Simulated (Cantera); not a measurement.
Input: 1 mol Fe₃O₄, 0.84 mol H₂, 23 mol N₂, held at 0.290 bar.

Method: chemical equilibrium by Gibbs-energy minimisation in Cantera with the NASA 1993 tables (ideal gas, pure condensed phases). Candidate condensed phases: Fe, FeO, Fe(OH)₂, Fe(OH)₃, Fe₂O₃, Fe₃O₄, H₂O; 27 gas species. Mutual solubility and eutectic melting of coexisting phases are not modelled. The tables' stoichiometric FeO is somewhat more stable than real wüstite, so its field is too wide. FeO: taken at fixed stoichiometry. Rates play no part.

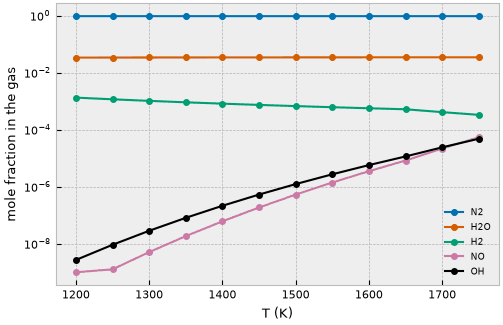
*Equilibrium gas composition (values under 1e-9 drawn at 1e-9)*

From 1200 K to 1600 K the condensed part is FeO(s) + Fe₃O₄(s). From 1650 K to 1750 K the condensed part is FeO(l) + Fe₃O₄(s). The main Fe-bearing gas is Fe(OH)₂ throughout.
